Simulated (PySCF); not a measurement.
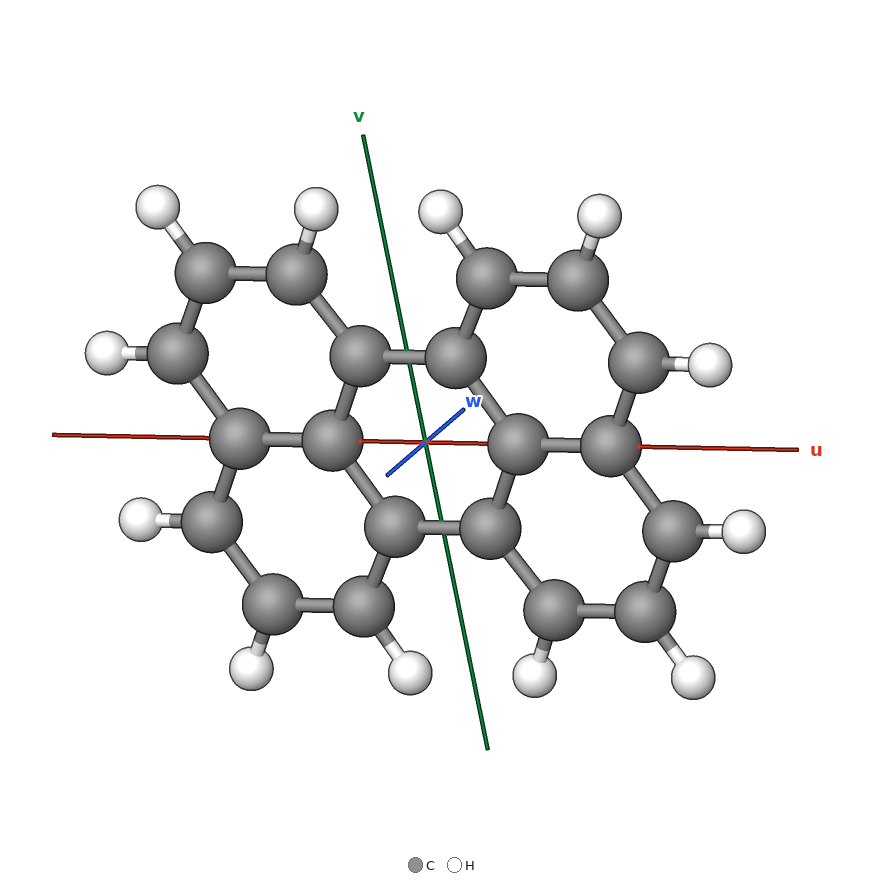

The lines u, v and w are the principal axes of the static dipole polarisability. The computed structure is the end point of a PBE0-D3(BJ)/def2-SVP optimisation. No frequency run is at hand to confirm it as a minimum. Method: CAM-B3LYP/def2-SVPD (PySCF 2.14.0).

Question. Along which axis is the molecule most polarisable, and along which least?

Answer. Most along u, least along w.

Question. Give the three principal values.

Answer. u 353.9, v 285.2, w 108.4 bohr³; mean 249.2, anisotropy 219.4 bohr³.
